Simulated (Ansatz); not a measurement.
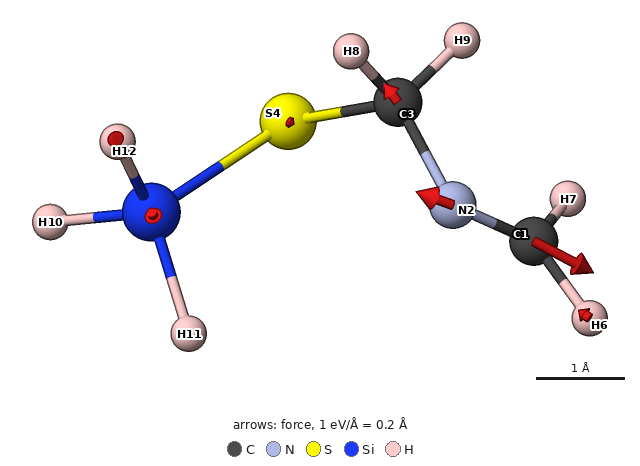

Starting geometry of C2H7NSSi (coarse preliminary run) with the computed forces as red arrows. The picture is a ball-and-stick view, seen from a free direction.

The start comes from a force field.

Level of theory: Ansatz, RKS PBE-D4/def2-SVP. Set-up: force threshold 0.03 eV/Å; at most 200 steps.

What follows when this structure is relaxed?

Answer. It isn't relaxed: the largest force vector, on a C atom, is 4.08 eV/Å. The final displacements have little in common with the starting forces (cosine between the two patterns 0.02). The energy falls by 7.36 kcal/mol in 15 geometry steps. The largest force component goes from 3.1 to 0.026 eV/Å. An H atom moves most after the best rigid fit: 0.83 Å. By element the largest moves are H 0.83 Å, N 0.50 Å, S 0.47 Å, C 0.35 Å, Si 0.23 Å. Some distances before and after: H–Si 1.453 → 1.502 Å, C–N 1.239 → 1.275 Å, C–H 1.141 → 1.107 Å, C–S 1.881 → 1.852 Å. Among the angles between lasting bonds that change: N–C–S 118.2° → 109.4°, C–N–C 112.7° → 119.7°, H–C–H 112.6° → 117.3°. Groups turn about C–N by about 40°, C–S by about 30°. Cost: 30 s on 4 threads of Intel Xeon Platinum 8259CL @ 2.50GHz, with other jobs on the host.
